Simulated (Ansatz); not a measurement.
**doublet InPH4O+: levels of theory compared**

Aim: a comparison of 5 runs (UHF/def2-SVPD, U-r2SCAN/def2-SVPD, U-wB97M-V/def2-SVPD, UBLYP/def2-SVPD, RPA@PBE0/def2-SVPD) of doublet InPH4O+. 

Program for the calculation: Ansatz 0.2.0.

53 further runs of the same task are left out: 53 set aside as unsound or not needed. Runs told in other sessions of the task aren't counted.

## Step 1: The structure to begin with

InPH4O+ has 7 atoms, charge +1, and is taken as a doublet. As SMILES of the parent species, `O[PH][InH2]`. Geometry: relaxed at PBE0-D4/def2-TZVP. This is one conformer, not always the lowest. That shape belongs to the parent species and isn't relaxed for this state.

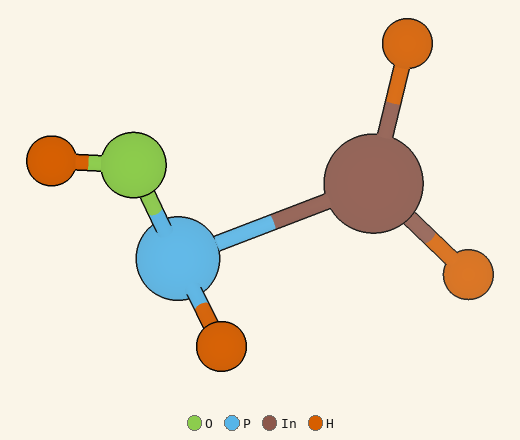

The structure, seen from a chosen angle (oxygen green, phosphorus blue, indium brown, hydrogen orange).

## Step 2: A single-point energy at UHF/def2-SVPD (core potential) (run 1)

molecule.yaml reads:

```yaml
crystal:
  periodic: [false, false, false]
  atoms:
    - {symbol: O, position_ang: [-1.844500, 0.146900, 0.079200]}
    - {symbol: P, position_ang: [-0.622800, -0.370000, -0.935500]}
    - {symbol: In, position_ang: [1.396900, 0.365900, 0.345900]}
    - {symbol: H, position_ang: [-2.634300, 0.311800, -0.441900]}
    - {symbol: H, position_ang: [-0.483700, -1.722100, -0.492200]}
    - {symbol: H, position_ang: [1.278200, 1.623200, 1.518000]}
    - {symbol: H, position_ang: [2.910100, -0.355700, -0.073500]}
basis:
  gaussian:
    orbitals: def2-SVPD
output:
  orbitals: {seedname: orbitals}
hamiltonian:
  xc: hf
total_charge: 1
accuracy: high
magnetization:
  spin_polarized: true
  initial_magnetization: 1
```

Launch:

```sh
$ ansatz run molecule.yaml --threads 1 --pin off --max-ram 3480MiB --events-out events.jsonl --progress --plain --runs-dir runs
```

The log of the run:

```text
Warning: RAYON_NUM_THREADS=1 ignored (pool sized by the plan → 1); use --threads N
Functional definition: HF
  name "HF"
  exchange = exact_x
  correlation = 0
2372 factors; integrals over basis functions are off by at most 3.2e-9 eV
mean field evaluation 1: about -16502.2047 eV, gradient 3.8e1 eV
mean field evaluation 2: about -16502.2708 eV, gradient 3.8e1 eV
mean field evaluation 4: about -16508.2332 eV, gradient 2.8e0 eV
mean field evaluation 8: about -16508.3699 eV, gradient 5.4e-1 eV
mean field evaluation 16: about -16508.3889 eV, gradient 1.6e-8 eV
mean field evaluation 32: about -16499.7788 eV, gradient 1.0e1 eV
mean field -16508.38891459 eV, -606.6721028234 hartree, gradient 4.5e-8 eV, S^2 0.771061; 1 other end points of the search recorded, 0 dependent functions left out
reference -16508.38891459 eV, -606.6721028234 hartree; 24, 23 occupied and 87, 88 virtual orbitals, 2372 factors
Total energy: -16508.38891459 eV, -606.6721028234 hartree
```

It took 9.9 s on 1 thread of Arm Neoverse V1, shared host; peak memory 0.46 GiB.

## Step 3: The energy at U-r2SCAN/def2-SVPD (core potential) (run 2)

run.yaml reads:

```yaml
crystal:
  periodic: [false, false, false]
  atoms:
    - symbol: O
      position_ang: [-1.844500, 0.146900, 0.079200]
    - symbol: P
      position_ang: [-0.622800, -0.370000, -0.935500]
    - symbol: In
      position_ang: [1.396900, 0.365900, 0.345900]
    - symbol: H
      position_ang: [-2.634300, 0.311800, -0.441900]
    - symbol: H
      position_ang: [-0.483700, -1.722100, -0.492200]
    - symbol: H
      position_ang: [1.278200, 1.623200, 1.518000]
    - symbol: H
      position_ang: [2.910100, -0.355700, -0.073500]
basis:
  gaussian: {orbitals: def2-SVPD}
total_charge: 1
magnetization: {spin_polarized: true, initial_magnetization: 1}
hamiltonian: {xc: {name: r2SCAN}}
accuracy: high
output: {orbitals: {seedname: orbitals}}
```

Launch:

```sh
$ ansatz run run.yaml --threads 1 --pin off --max-ram 3480MiB --events-out events.jsonl --progress --plain --runs-dir runs
```

The log of the run:

```text
Warning: RAYON_NUM_THREADS=1 ignored (pool sized by the plan → 1); use --threads N
Functional definition: r2SCAN
  name "r2SCAN"
  parameter k0 = 0.174
  parameter k1 = 0.065
  parameter a1 = 4.9479
  exchange = r2scan_x(k0 = k0, k1 = k1, a1 = a1)
  correlation = r2scan_c
2372 factors; integrals over basis functions are off by at most 3.2e-9 eV
mean field evaluation 1: about -16545.4383 eV, gradient 6.1e1 eV
mean field evaluation 2: about -16333.3817 eV, gradient 1.5e2 eV
mean field evaluation 4: about -16552.7011 eV, gradient 2.9e1 eV
mean field evaluation 8: about -16561.5647 eV, gradient 8.9e-1 eV
mean field evaluation 16: about -16561.5753 eV, gradient 2.4e-3 eV
mean field evaluation 32: about -16561.5753 eV, gradient 6.2e-8 eV
mean field -16561.57528426 eV, -608.6266658575 hartree, gradient 6.2e-8 eV, S^2 0.757722; 2 other end points of the search recorded, 0 dependent functions left out
reference -16561.57529093 eV, -608.6266661029 hartree; 24, 23 occupied and 87, 88 virtual orbitals, 2372 factors
Total energy: -16561.57529093 eV, -608.6266661029 hartree
```

Run time: 45 s. Hardware: 1 thread of Arm Neoverse V1, shared host; peak memory 0.6 GiB.

## Step 4: A single-point energy at U-wB97M-V/def2-SVPD (core potential) (run 3)

input.yaml reads:

```yaml
crystal:
  periodic: [false, false, false]
  atoms:
    - {symbol: O, position_ang: [-1.844500, 0.146900, 0.079200]}
    - {symbol: P, position_ang: [-0.622800, -0.370000, -0.935500]}
    - {symbol: In, position_ang: [1.396900, 0.365900, 0.345900]}
    - {symbol: H, position_ang: [-2.634300, 0.311800, -0.441900]}
    - {symbol: H, position_ang: [-0.483700, -1.722100, -0.492200]}
    - {symbol: H, position_ang: [1.278200, 1.623200, 1.518000]}
    - {symbol: H, position_ang: [2.910100, -0.355700, -0.073500]}
basis:
  gaussian:
    orbitals: def2-SVPD
total_charge: 1
magnetization:
  spin_polarized: true
  initial_magnetization: 1
hamiltonian:
  xc: {name: wB97M-V}
accuracy: high
output: {orbitals: {seedname: orbitals}}
```

Launch:

```sh
$ ansatz run input.yaml --threads 1 --pin off --max-ram 3480MiB --events-out events.jsonl --progress --plain --runs-dir runs
```

The log of the run (excerpt; [...] marks lines left out):

```text
Warning: RAYON_NUM_THREADS=1 ignored (pool sized by the plan → 1); use --threads N
Functional definition: wB97M-V
  name "wB97M-V"
[...]
  gx(w, u) = 1 - cx + cx01*u + cx10*w
  gss(w, u) = css00 + css04*u^4 + css10*w + css20*w^2 + css43*w^4*u^3
  gos(w, u) = cos00 + cos10*w + (cos20 + cos21*u)*w^2 + (cos60 + cos61*u)*w^6
[...]
      + integral(e_c_pw_mod_opposite_spin*gos(b97_w_opposite, b97_u_opposite)) + vv10(b, c)
2372 factors; integrals over basis functions are off by at most 3.2e-9 eV
575 factors; integrals over basis functions are off by at most 1.7e-9 eV
[...]
mean field -16558.38427391 eV, -608.5093983902 hartree, gradient 7.5e-8 eV, S^2 0.754512; 2 other end points of the search recorded, 0 dependent functions left out
reference -16558.38428030 eV, -608.5093986252 hartree; 24, 23 occupied and 87, 88 virtual orbitals, 2372 factors
Total energy: -16558.38428030 eV, -608.5093986252 hartree
```

Wall time 4.1 min (1 thread of Arm Neoverse V1, shared host); peak memory 1.4 GiB.

Run 4 isn't shown in full; the table further down has it.

## Step 5: A single-point energy at RPA@PBE0/def2-SVPD (core potential) (run 5)

run.yaml reads:

```yaml
basis:
  gaussian:
    orbitals: def2-SVPD
crystal:
  periodic: [false, false, false]
  atoms:
    - {symbol: O, position_ang: [-1.844500, 0.146900, 0.079200]}
    - {symbol: P, position_ang: [-0.622800, -0.370000, -0.935500]}
    - {symbol: In, position_ang: [1.396900, 0.365900, 0.345900]}
    - {symbol: H, position_ang: [-2.634300, 0.311800, -0.441900]}
    - {symbol: H, position_ang: [-0.483700, -1.722100, -0.492200]}
    - {symbol: H, position_ang: [1.278200, 1.623200, 1.518000]}
    - {symbol: H, position_ang: [2.910100, -0.355700, -0.073500]}
correlation:
  method: rpa
  frozen_orbitals: {H: 0, In: 4, O: 1, P: 5}
hamiltonian:
  xc: pbe0
magnetization:
  spin_polarized: true
  initial_magnetization: 1
accuracy: high
total_charge: 1
```

Launch:

```sh
$ ansatz run run.yaml --threads 1 --pin off --max-ram 3480MiB --events-out events.jsonl --progress --plain --runs-dir runs
```

The log of the run (excerpt; [...] marks lines left out):

```text
Warning: RAYON_NUM_THREADS=1 ignored (pool sized by the plan → 1); use --threads N
Functional definition: PBE0
  name "PBE0"
[...]
2372 factors; integrals over basis functions are off by at most 3.2e-9 eV
[...]
mean field -16555.63058095 eV, -608.4082020405 hartree, gradient 6.3e-8 eV, S^2 0.756648; 1 other end points of the search recorded, 0 dependent functions left out
10 core orbitals not correlated: weight in the atoms' cores, before any rotation towards them, 1.000 or more for the frozen orbitals, at most 0.000 for the correlated occupied ones
reference -16507.63150159 eV, -606.6442684089 hartree; 14, 13 occupied and 87, 88 virtual orbitals, 2372 factors
Total energy: -16524.51281140 eV, -607.2646451020 hartree
```

Wall time 49 s (1 thread of Arm Neoverse V1, shared host); peak memory 0.73 GiB.

## Step 6: All runs side by side

| run | level | frozen core orbitals | energy (Eh) | HOMO energy (eV) | LUMO energy (eV) | ⟨S²⟩ | wall time |
| --- | --- | --- | --- | --- | --- | --- | --- |
| 1 | UHF/def2-SVPD (core potential) | – | -606.672103 | -15.77 | -6.73 | 0.771 | 9.9 s |
| 2 | U-r2SCAN/def2-SVPD (core potential) | – | -608.626666 | -12.41 | -11.11 | 0.758 | 45 s |
| 3 | U-wB97M-V/def2-SVPD (core potential) | – | -608.509399 | -15.36 | -8.71 | 0.755 | 4.1 min |
| 4 | UBLYP/def2-SVPD (core potential) | – | -608.561084 | -12.08 | -11.23 | 0.753 | 22 s |
| 5 | RPA@PBE0/def2-SVPD (core potential) | 10 | -607.264645 | – | – | 0.757 | 49 s |

## Step 7: Outcome

| quantity | value |
| --- | --- |
| run 5: total energy | -607.26465 Eh |
| run 5: RPA correlation energy (valence) | -620.4 mEh |
| run 5: ⟨S²⟩ of the reference determinant | 0.757 |

**Reading.** Totals of different functionals can't be ranked against each other. All runs together took 6.2 min, the longest 4.1 min.
